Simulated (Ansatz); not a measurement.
Geometry relaxation of SiCl2

System: SiCl2.
Method: RKS PBE0-D4/def2-TZVP (Ansatz 0.2.0).

Figures and captions count atoms from 1; the log counts them from 0 in places.

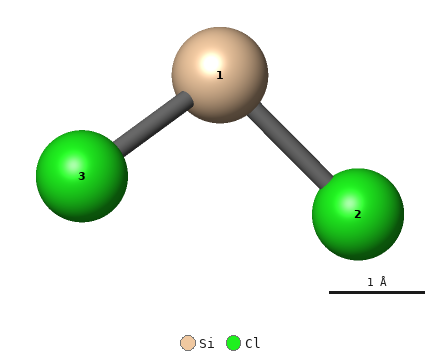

Fig. 1: The starting structure (ball-and-stick view, seen at a tilt; atoms are numbered from 1 in the order of the input). Bond lengths as drawn: Cl–Si 2.08 Å.

**Summary**

```json
{"quantity": "outcome", "value": "converged"}
{"quantity": "total energy", "value": "−32914.2149 eV"}
{"quantity": "mean-field energy", "value": "−32914.1328 eV"}
{"quantity": "dispersion energy", "value": "−0.0820 eV"}
{"quantity": "SCF solution under orbital rotations", "value": "stable"}
{"quantity": "largest force (length of the vector) at the end", "value": "under 0.001 eV/Å"}
{"quantity": "dipole moment", "value": "0.87 D"}
{"quantity": "hardware", "value": "8 threads of Intel Xeon @ 2.50GHz, 31 GiB of memory available, shared host"}
{"quantity": "wall time", "value": "2 s (CPU time 11 s)"}
{"quantity": "peak memory", "value": "0.55 GiB"}
```

**Input file**
```yaml
crystal:
  periodic: [false, false, false]
  atoms:
    - {symbol: Si, position_ang: [-0.462586, 0.956477, -1.670351]}
    - {symbol: Cl, position_ang: [-1.078482, -0.446569, -3.083964]}
    - {symbol: Cl, position_ang: [1.269499, 1.701423, -2.559495]}
basis:
  gaussian: {orbitals: def2-TZVP}
hamiltonian: {xc: pbe0, dispersion: d4}
relax: {f_tol: 0.005, max_steps: 200}
```

Command:
```bash
ansatz run in.yaml --threads 8 --pin off --events-out ev --progress --plain --max-ram 19148MiB
```

**The program's output**
```
Functional definition: PBE0
  name "PBE0"
  cite "Adamo & Barone, J. Chem. Phys. 110, 6158 (1999) doi:10.1063/1.478522"
  cite "Perdew, Burke & Ernzerhof, Phys. Rev. Lett. 77, 3865 (1996) doi:10.1103/PhysRevLett.77.3865"
  parent pbe
  parameter a = 0.25
  parameter kappa = 0.804
  parameter beta = 0.06672455060314922
  exchange = (1 - a)*pbe_x(kappa = kappa, mu = beta*pi^2/3) + a*exact_x
  correlation = pbe_c(beta = beta)
804 factors; their error is unknown
mean field evaluation 1: about -32913.4232 eV, gradient 1.5e1 eV
mean field evaluation 2: about -32913.2331 eV, gradient 1.9e1 eV
mean field evaluation 4: about -32914.0207 eV, gradient 7.2e-1 eV
mean field evaluation 8: about -32914.1320 eV, gradient 1.3e-1 eV
mean field -32914.13200646 eV, -1209.5720412375 hartree, gradient 2.3e-5 eV, S^2 0.000000; 0 other end points of the search recorded, 0 dependent functions left out
the calculation of the forces begins
reference -32914.13202957 eV, -1209.5720420866 hartree; 24, 24 occupied and 87, 87 virtual orbitals, 804 factors
relax step   1: F+E_penalty+E_count = -32914.21393929 eV  Δ(F+E_penalty+E_count) = +0.000e0 eV  max|allowed force component| = 1.275e-1 eV/Å  Δτ_max = 0.0000 Å  (25 SCF iters, accepted)
these checks for a lower state are left out or cut short: starts, cluster_reference, orbital_swaps, neighbouring_geometries, increment
804 factors; their error is unknown
mean field evaluation 16: about -32914.0232 eV, gradient 3.5e-1 eV
mean field -32914.13275039 eV, -1209.5720685765 hartree, gradient 7.2e-5 eV, S^2 0.000000; 0 other end points of the search recorded, 0 dependent functions left out
the calculation of the forces begins
reference -32914.13277346 eV, -1209.5720694242 hartree; 24, 24 occupied and 87, 87 virtual orbitals, 804 factors
relax step   2: F+E_penalty+E_count = -32914.21480041 eV  Δ(F+E_penalty+E_count) = -8.611e-4 eV  max|allowed force component| = 2.837e-2 eV/Å  Δτ_max = 0.0068 Å  (27 SCF iters, accepted)
these checks for a lower state are left out or cut short: starts, cluster_reference, orbital_swaps, neighbouring_geometries, increment
804 factors; their error is unknown
mean field -32914.13280472 eV, -1209.5720705728 hartree, gradient 7.3e-5 eV, S^2 0.000000; 0 other end points of the search recorded, 0 dependent functions left out
the calculation of the forces begins
reference -32914.13282778 eV, -1209.5720714204 hartree; 24, 24 occupied and 87, 87 virtual orbitals, 804 factors
relax step   3: F+E_penalty+E_count = -32914.21483523 eV  Δ(F+E_penalty+E_count) = -3.482e-5 eV  max|allowed force component| = 5.374e-3 eV/Å  Δτ_max = 0.0023 Å  (27 SCF iters, accepted)
these checks for a lower state are left out or cut short: starts, cluster_reference, orbital_swaps, neighbouring_geometries, increment
804 factors; their error is unknown
mean field evaluation 32: about -32914.1328 eV, gradient 3.2e-5 eV
mean field -32914.13279991 eV, -1209.5720703961 hartree, gradient 3.2e-5 eV, S^2 0.000000; 0 other end points of the search recorded, 0 dependent functions left out
the calculation of the forces begins
reference -32914.13282297 eV, -1209.5720712437 hartree; 24, 24 occupied and 87, 87 virtual orbitals, 804 factors
relax step   4: F+E_penalty+E_count = -32914.21483783 eV  Δ(F+E_penalty+E_count) = -2.605e-6 eV  max|allowed force component| = 3.764e-5 eV/Å  Δτ_max = 0.0005 Å  (19 SCF iters, accepted)
```

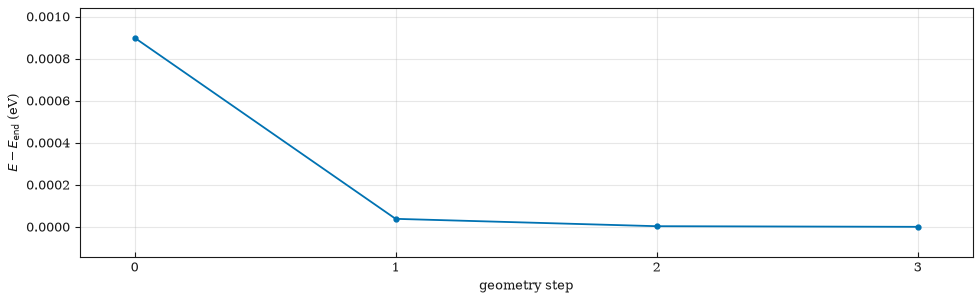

Fig. 2: Progress of the relaxation, step by step (the first geometry is step 0 here and step 1 in the log). The largest moves after the best rigid fit, 0.006 Å, are those of Cl2 and Cl3. By element the largest moves are Cl 0.006 Å, Si 0.003 Å. Among the contacts that change: Si1–Cl2 2.085 → 2.077 Å. After 3 geometry steps the energy has fallen by 0.001 eV. Largest force component: 0.13 eV/Å at the start, under 0.0001 eV/Å at the end. (Atoms are counted from 1 in the order of the input.)

```
804 factors; their error is unknown
mean field -32914.13279991 eV, -1209.5720703961 hartree, gradient 3.2e-5 eV, S^2 0.000000; 1 other end points of the search recorded, 0 dependent functions left out
the calculation of the forces begins
reference -32914.13282297 eV, -1209.5720712437 hartree; 24, 24 occupied and 87, 87 virtual orbitals, 804 factors
Total energy: -32914.21486090 eV, -1209.5750860818 hartree
Atom 0 at    -0.461430     0.955748    -1.672808 Å, force    -0.000023    -0.000011     0.000010 eV/Å
Atom 1 at    -1.074729    -0.442231    -3.081750 Å, force    -0.000014    -0.000012    -0.000002 eV/Å
Atom 2 at     1.264590     1.697814    -2.559252 Å, force     0.000038     0.000024    -0.000008 eV/Å
Dipole moment:    -0.076394     0.045034     0.157593 e Å
```

**Trajectory as extended XYZ (Å, eV, eV/Å), 4 frames, from step=1 to step=4**
```
3
Properties=species:S:1:pos:R:3:forces:R:3 step=1 energy=-32914.21394
Si   -0.4626    0.9565   -1.6704    0.0608  -0.0372  -0.1275
Cl   -1.0785   -0.4466   -3.0840    0.0410   0.0842   0.0802
Cl    1.2695    1.7014   -2.5595   -0.1017  -0.0470   0.0473
3
Properties=species:S:1:pos:R:3:forces:R:3 step=2 energy=-32914.21480
Si   -0.4622    0.9562   -1.6712    0.0134  -0.0084  -0.0284
Cl   -1.0737   -0.4419   -3.0824   -0.0008   0.0097   0.0157
Cl    1.2643    1.6970   -2.5602   -0.0126  -0.0013   0.0127
3
Properties=species:S:1:pos:R:3:forces:R:3 step=3 energy=-32914.21483
Si   -0.4612    0.9556   -1.6733   -0.0026   0.0015   0.0054
Cl   -1.0752   -0.4425   -3.0816    0.0016  -0.0005  -0.0026
Cl    1.2648    1.6982   -2.5589    0.0010  -0.0010  -0.0028
3
Properties=species:S:1:pos:R:3:forces:R:3 step=4 energy=-32914.21484
Si   -0.4614    0.9557   -1.6728    0.0000   0.0000   0.0000
Cl   -1.0747   -0.4422   -3.0817    0.0000   0.0000   0.0000
Cl    1.2646    1.6978   -2.5593    0.0000   0.0000   0.0000
```

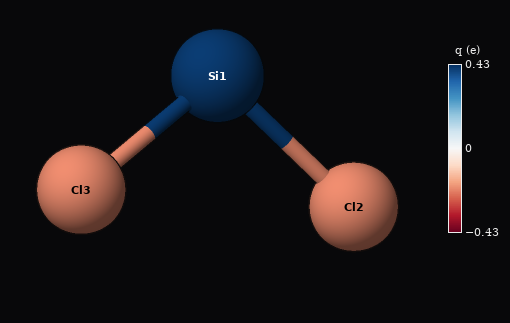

Fig. 3: Mulliken charges, as the colour of each atom (ball-and-stick view, seen at a tilt; atoms are numbered from 1 in the order of the input; Mulliken charges depend strongly on the basis). By element: Si +0.41 and Cl −0.21 e.
